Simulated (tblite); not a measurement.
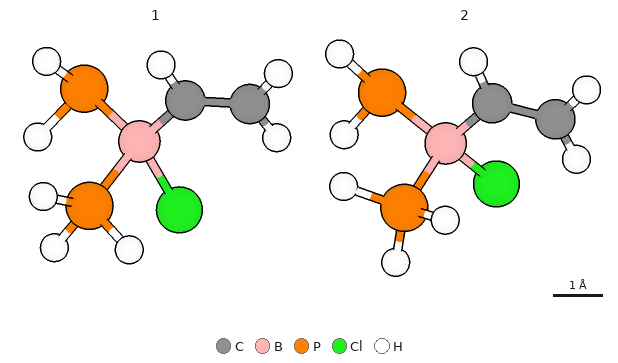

Two geometries of C₂H₈BClP₂, drawn at one scale. One is the start of a relaxation, the other its converged end. A ball-and-stick model, seen at a tilt.

The calculation used GFN2-xTB geometry optimisation, gas phase (tblite 0.8.0). 

Q: Which of the two is the end point?

A: Structure 1 is the relaxed one. An H atom moves most after the best rigid fit: 0.83 Å. By element the largest moves are H 0.83 Å, Cl 0.65 Å, P 0.39 Å, C 0.32 Å, B 0.09 Å. Some distances before and after: Cl–P 3.079 → 2.671 Å, H–P 1.460 → 1.391 Å, B–P 1.902 → 1.957 Å, B–P 1.932 → 1.984 Å. Among the angles between lasting bonds that change: P–B–Cl 109.6° → 88.7°, H–P–H 111.0° → 91.8°, B–P–H 110.8° → 129.7°. Groups turn about B–P by about 35°, B–C by about 20°. After 99 geometry steps the energy has fallen by 32.8 kcal/mol. The run took 1.2 s on 1 thread of Arm Neoverse N1 (shared host).
